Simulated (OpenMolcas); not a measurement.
# Pt⁴⁺ among point charges: CASSCF and CASPT2 levels and susceptibility

How does a field of 4 point charges split the states of Pt⁴⁺, and what χT follows?

Program: OpenMolcas 26.06. Level of theory: state-averaged CASSCF and CASPT2, spin-orbit coupling by RASSI with atomic mean-field integrals. These are calculated values, not measurements, unless marked.

### Step 1. Starting point

```
Species                           : Pt⁴⁺ (platinum, Z = 78, 74 electrons)
Basis                             : ANO-RCC-VDZP [7s6p4d2f], 59 functions
Scalar Hamiltonian                : DKH2, point nucleus
Inactive shells                   : 1s 2s 2p 3s 3p 3d 4s 4p 4d 4f 5s 5p
Active space                      : 6 electrons in 5 orbitals (5d)
Some configurations of this space : 5d6
Orbitals                          : optimised for each spin and parity, averaged over all roots
```

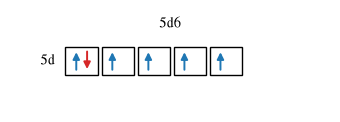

The shells outside the core, filled by Hund's rule for the drawing.

The ion sits among 4 point charges of -2.5 e arranged as a square (D4h), 2.46 Å from the ion.

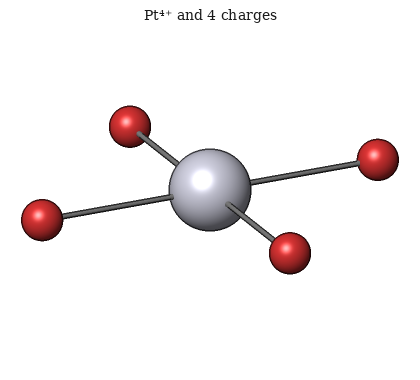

The ion and the point charges (red).

Each step is its own input file, run in one work folder so that later steps find the files of earlier ones. Labels, J, g values, rates, χT and fits are worked out afterwards by a script from the matrices that RASSI stores. The input lists half of the charges; inversion (Group=XYZ) makes the rest.

### Step 2. Basis and integrals

a.inp

```
&GATEWAY
Coord
1

Pt 0.0 0.0 0.0
Basis=ANO-RCC-VDZP
Group=XYZ
NoMove
AngMom=0.0 0.0 0.0
AMFI
XField
2 Angstrom 0
2.460000 0.000000 0.000000 -2.500000
0.000000 2.460000 0.000000 -2.500000
&SEWARD
```

Launch:

```bash
OMP_NUM_THREADS=1 MOLCAS_MEM=1689 MOLCAS_PROJECT=a pymolcas a.inp > a.log
```

### Step 3. CASSCF: quintets of even parity, 5 roots

a.inp

```
&RASSCF
FileOrb=start.orb
Symmetry=1
Spin=5
nActEl=6 0 0
Inactive=15 19
Ras2=5 0
CIRoot=5 5 1
SDav=5
CIMx=300
Iter=120 100
PrWF=0.3
OrbListing=Nothing
MaxOrb=0
>>> COPY $Project.JobIph JOB001
```

start.orb holds the contracted functions of the basis, ordered by shell, or the orbitals of the step before.

### Step 4. Reference wave functions, triplets of even parity, 45 roots

a.inp

```
&RASSCF
FileOrb=start.orb
Symmetry=1
Spin=3
nActEl=6 0 0
Inactive=15 19
Ras2=5 0
CIRoot=45 45 1
SDav=45
CIMx=300
Iter=120 100
PrWF=0.3
OrbListing=Nothing
MaxOrb=0
>>> COPY $Project.JobIph JOB002
```

### Step 5. Reference wave functions, singlets of even parity, 50 roots

a.inp

```
&RASSCF
FileOrb=start.orb
Symmetry=1
Spin=1
nActEl=6 0 0
Inactive=15 19
Ras2=5 0
CIRoot=50 50 1
SDav=50
CIMx=300
Iter=120 100
PrWF=0.3
OrbListing=Nothing
MaxOrb=0
>>> COPY $Project.JobIph JOB003
```

### Step 6. RASSI: spin-orbit coupling between the states

a.inp

```
&RASSI
NrOfJobIphs=3 5 45 50
1 2 3 4 5
1 2 3 4 5 6 7 8 9 10 11 12 13 14 15 16 17 18 19 20 21 22 23 24 25 26 27
28 29 30 31 32 33 34 35 36 37 38 39 40 41 42 43 44 45
1 2 3 4 5 6 7 8 9 10 11 12 13 14 15 16 17 18 19 20 21 22 23 24 25 26 27
28 29 30 31 32 33 34 35 36 37 38 39 40 41 42 43 44 45 46 47 48 49 50
IphNames
JOB001
JOB002
JOB003
EJob
SpinOrbit
DIPRint=1.0
SOCoupling=1000.0
Subsets=2
Property=9
'ANGMOM' 1 'ANGMOM' 2 'ANGMOM' 3 'MLTPL  1' 1 'MLTPL  1' 2 'MLTPL  1' 3
'AMFI' 1 'AMFI' 2 'AMFI' 3
SOProperty=3
'ANGMOM' 1 'ANGMOM' 2 'ANGMOM' 3
```

### Step 7. CASPT2: IPEA 0.25, imaginary shift 0.1 (closed shells correlated: 5s 5p)

a.inp

```
>>> COPY JOB001 $Project.JobIph
&CASPT2
Multistate=5 1 2 3 4 5
NoMult
Frozen=14 16
IPEA=0.25
Imaginary=0.1
MaxIter=60
WThr=0.0 0.3 0.05
PrWF=0.5
NoMix
>>> COPY JOB002 $Project.JobIph
&CASPT2
Multistate=45 1 2 3 4 5 6 7 8 9 10 11 12 13 14 15 16 17 18 19 20 21 22
23 24 25 26 27 28 29 30 31 32 33 34 35 36 37 38 39 40 41 42 43 44 45
NoMult
Frozen=14 16
IPEA=0.25
Imaginary=0.1
MaxIter=60
WThr=0.0 0.3 0.05
PrWF=0.5
NoMix
>>> COPY JOB003 $Project.JobIph
&CASPT2
Multistate=50 1 2 3 4 5 6 7 8 9 10 11 12 13 14 15 16 17 18 19 20 21 22
23 24 25 26 27 28 29 30 31 32 33 34 35 36 37 38 39 40 41 42 43 44 45 46
47 48 49 50
NoMult
Frozen=14 16
IPEA=0.25
Imaginary=0.1
MaxIter=60
WThr=0.0 0.3 0.05
PrWF=0.5
NoMix
```

(Steps that only read results are left out.)

**Question.** What will these runs give? Wanted: spin-free ground state; first state of the same spin within the active space; lowest level; next level.

**Answer**, as computed:

| quantity | value |
| --- | --- |
| method | SS-CASPT2, IPEA 0.25, imaginary shift 0.1 (closed shells correlated: 5s 5p) |
| spin-free ground state | 5A1, 1-fold in its orbital part |
| first state of the same spin within the active space | 5E at 4040 cm⁻¹ |
| lowest level | 1-fold A1 |
| next level | 602.6 cm⁻¹ |
| χT at 300 K | 2.90 cm³ K/mol |
| effective moment at 300 K | 4.82 μB |

Cost by method:

```
                                              method  time of its own steps  time with the reference
                                           A. CASSCF                   31 s                     31 s
B. SS-CASPT2, IPEA 0.25, imaginary shift 0.1, +5s 5p                  9.4 s                     41 s
```

Times are of one thread on a shared host.

The spin-free ground state (5A1) comes to 100 % from free-ion D terms and keeps the highest spin of the shell. χT at 300 K is 2.90, against 3.01 cm³ K/mol for the spin alone; near agreement at one temperature doesn't show that the orbital moment is quenched. An active space of the d shell alone favours high spin; real ions in strong fields can be low spin. The field of point charges can differ much from that of real complexes. With metal d orbitals alone active, the gaps between spin states are rough; where two lie within a few thousand cm-1, their order is open. Point charges carry no covalency, so the field is a model and not that of real ligands.
